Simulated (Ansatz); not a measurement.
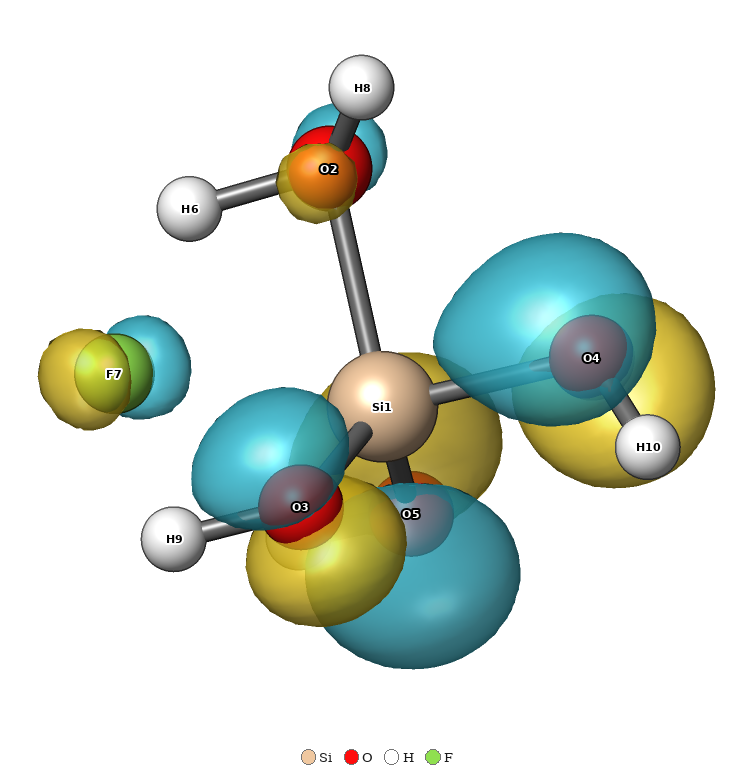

The picture shows: H5O4Si···F. The HOMO−1 at ±0.15 Å⁻³ᐟ² (yellow and cyan are the two phases), seen at a tilt.

A transition-state structure; geometry: PBE0-D4/def2-TZVP.

These are results of RKS PBE0-D4/def2-TZVPP in Ansatz, not measurements.

```xyz
11

Si   -0.1763   -0.2746    0.1127
O     0.2752    1.3798    0.6427
O    -0.7152   -0.4633   -1.4186
O    -1.6007   -0.2026    0.9324
O     0.6775   -1.4170    0.8879
H     1.0866    1.3307   -0.0539
F     1.5757    0.3113   -0.7511
H    -0.4022    2.0556    0.5396
H    -0.0093   -0.4638   -2.0692
H    -2.2958   -0.7687    0.5958
H     1.5844   -1.4875    0.5815
```

Describe this orbital and give its energy.

Answer. Its weight (Hirshfeld) is mainly on O5 (about 35 %), O4 (about 30 %) and O3 (about 15 %); largely a combination of lone pairs on O5, O4 and O3. Its energy is −9.46 eV.
